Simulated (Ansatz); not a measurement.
# B₂H (doublet): inputs that go wrong at distance B1–H3 = 1.177 Å

3 inputs are run for B₂H (doublet) as typed; the log has to tell whether the result can be used and what must change.

Method: the settings change from run to run; program: Ansatz 0.2.0, Gaussian basis.

22 further runs of the same task are left out: 1 for a known fault of the program, 14 that didn't finish, 7 set aside as unsound or not needed.

**1. What is computed**

The geometry derives from a PBE0/def2-TZVP stationary point (not a proven minimum). One bond is set to the value named and the two fragments are kept rigid.

3 atoms, charge 0, spin multiplicity 2.

Atoms are counted from 1 here; the program's logs count them from 0.

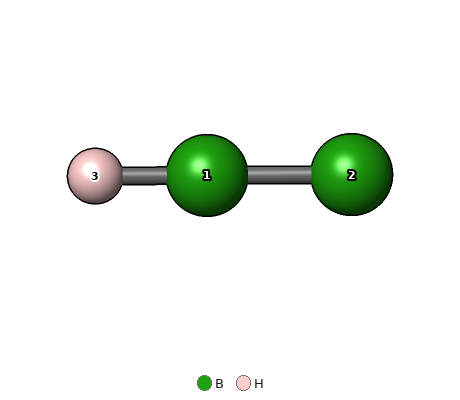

The geometry (boron green, hydrogen pink); atoms are numbered from 1 in the order of the file.

**2. Try 1**

in.yaml

```yaml
crystal:
  periodic: [false, false, false]
  atoms:
    - {symbol: B, position_ang: [0.000000, 0.000000, 0.115089]}
    - {symbol: B, position_ang: [0.000000, 0.000000, -1.407623]}
    - {symbol: H, position_ang: [0.000000, 0.000000, 1.292533]}
basis:
  gaussian: {orbitals: aug-cc-pVDZ, fitting: {mean_field: def2-universal-jkfit}}
correlation: {active_space: {window: {electrons: 3, orbitals: 3}}}
scf: {lower_state_search: off}
magnetization: {spin_polarized: true, initial_magnetization: 1}
```

The run is started by

```bash
$ ansatz run in.yaml --threads 1 --pin off --events-out ev --progress --plain --max-ram 2393MiB
```

Output:

```text
Error: invalid value for `correlation.active_space`: it starts from restricted Hartree–Fock orbitals; set hamiltonian.xc: hf without magnetization.spin_polarized
```

Wall time 0.03 s (1 thread of Arm Neoverse V1, shared host).

**Diagnosis.** The run was refused. An active space is asked on unrestricted orbitals. Cure: drop spin_polarized: true.

**3. Try 2**

in.yaml

```yaml
crystal:
  periodic: [false, false, false]
  atoms:
    - {symbol: B, position_ang: [0.000000, 0.000000, 0.115089]}
    - {symbol: B, position_ang: [0.000000, 0.000000, -1.407623]}
    - {symbol: H, position_ang: [0.000000, 0.000000, 1.292533]}
basis:
  gaussian: {orbitals: 6-31G}
magnetization: {spin_polarized: true, initial_magnetization: 5}
hamiltonian: {xc: hf}
output: {orbitals: {seedname: orbitals}}
```

Launched as before.

Output:

```text
Functional definition: HF
  name "HF"
  cite "Fock, Z. Phys. 61, 126 (1930) doi:10.1007/BF01340294"
  parent pbe
  exchange = exact_x
  correlation = 0
284 factors; integrals over basis functions are off by at most 2.3e-4 eV
mean field evaluation 1: about -1344.9599 eV, gradient 8.8e0 eV
mean field evaluation 2: about -1344.9723 eV, gradient 8.8e0 eV
mean field evaluation 4: about -1346.0108 eV, gradient 1.3e0 eV
mean field evaluation 8: about -1345.5836 eV, gradient 3.4e0 eV
mean field evaluation 16: about -1346.5678 eV, gradient 1.1e-5 eV
mean field evaluation 32: about -1345.4980 eV, gradient 4.0e0 eV
mean field -1346.56778054 eV, -49.4854531983 hartree, gradient 1.1e-5 eV, S^2 8.754984; 1 other end points of the search recorded, 0 dependent functions left out
reference -1346.56778054 eV, -49.4854531983 hartree; 8, 3 occupied and 12, 17 virtual orbitals, 284 factors
Total energy: -1346.56778054 eV, -49.4854531983 hartree
```

Wall time 0.12 s (1 thread of Arm Neoverse V1, shared host).

**Diagnosis.** The run converged, which proves nothing about the input. Far too many unpaired electrons are asked for. Its energy belongs to the state of multiplicity 6, not to the doublet that was meant. Cure: set initial_magnetization to that of the wanted state.

**4. Try 3**

in.yaml

```yaml
crystal:
  periodic: [false, false, false]
  atoms:
    - {symbol: B, position_ang: [0.000000, 0.000000, 0.115089]}
    - {symbol: B, position_ang: [0.000000, 0.000000, -1.407623]}
    - {symbol: H, position_ang: [0.000000, 0.000000, 1.292533]}
basis:
  gaussian: {orbitals: aug-cc-pVDZ, fitting: {mean_field: def2-universal-jkfit}}
magnetization: {spin_polarized: false, initial_magnetization: 1}
correlation: {method: fic_mrcisd_q, electrons: outside_noble_gas, active_space: {window: {electrons: 3, orbitals: 3}, states: [{multiplicity: 2, weights: [1, 1, 1, 1, 1, 1, 1, 1, 1, 1, 1, 1, 1, 1, 1, 1, 1, 1, 1, 1, 1, 1, 1, 1, 1, 1, 1, 1, 1, 1]}]}}
scf: {lower_state_search: off}
```

Launched as before.

Output:

```text
Functional definition: HF
  name "HF"
  cite "Fock, Z. Phys. 61, 126 (1930) doi:10.1007/BF01340294"
  parent pbe
  exchange = exact_x
  correlation = 0
these checks for a lower state are left out or cut short: stability, starts, cluster_reference, orbital_swaps, neighbouring_geometries, increment
168 factors; integrals over basis functions are off by at most 2.3e-1 eV
mean field evaluation 1: about -1352.0651 eV, gradient 1.1e1 eV
mean field evaluation 2: about -1352.8161 eV, gradient 3.8e0 eV
mean field evaluation 4: about -1352.9369 eV, gradient 3.7e-1 eV
mean field evaluation 8: about -1352.9386 eV, gradient 1.1e-6 eV
mean field -1352.93855234 eV, -49.7195747438 hartree, gradient 1.1e-6 eV, S^2 0.750000; 0 other end points of the search recorded, 0 dependent functions left out
reference -1352.93855234 eV, -49.7195747438 hartree; 6, 5 occupied and 49, 50 virtual orbitals, 168 factors
Error: 30 states are sought, and the space of determinants holds 8 states of this symmetry and spin
```

It took 0.12 s on 1 thread of Arm Neoverse V1, shared host.

What is wrong: The run stopped with an error. The list of states asked for (weights, spin or count) can't be met. Cure: mend what the message names.

**5. How the runs ended**

```csv
try,level,ended,cause,time
1,"CASSCF(3,3)/aug-cc-pVDZ",refused,an active space is asked on unrestricted orbitals,0.03 s
2,HF/6-31G,converged,far too many unpaired electrons are asked for,0.12 s
3,"MRCISD+Q(3,3)/aug-cc-pVDZ",stopped by an error,"the list of states asked for (weights, spin or count) can't be met",0.12 s
```

1 refused, 1 converged, 1 stopped by an error. The input that converges on a wrong geometry or spin is the dangerous one: no error points at it, so geometry and ⟨S²⟩ have to be checked.
